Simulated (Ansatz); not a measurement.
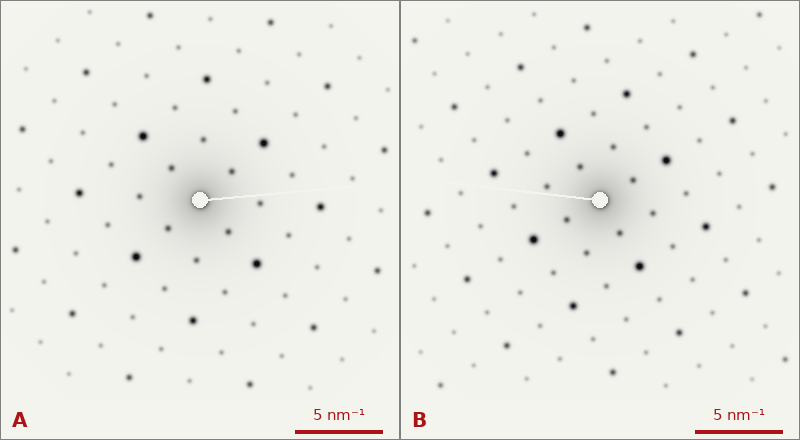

Kinematic electron diffraction patterns (120 kV, B = 0.5 Å², same scale, each along a low-index zone) of two structures of composition BAs3, each relaxed at zero pressure with DFT PBE, scalar-relativistic, plane waves, PAW (Ansatz).

The structures (standard cells):
1. P4/mmm (No. 123), a = 4.500 Å, c = 3.239 Å, 4 atoms; generated start, possibly hypothetical
2. Pm-3m (No. 221), a = 4.071 Å, 4 atoms; generated start, possibly hypothetical

**Which pattern belongs to which structure, and along which zone?**

A is structure 2 along [001] or an equivalent direction: square net of 1 0 0 at d = 4.07 Å and 0 1 0 at d = 4.07 Å, 90.0° apart. B is structure 1 along [001]: square net of 1 0 0 at d = 4.50 Å and 0 1 0 at d = 4.50 Å, 90.0° apart.

**Which structure lies lowest at this level of theory, and by how much?**

Structure 1 (P4/mmm, 16.40 Å³ an atom) is the lowest of these; structure 2 (Pm-3m, 16.86 Å³ an atom) lies about 61 meV an atom higher. These are static energies at 0 K; other structures, not shown, may lie lower still.
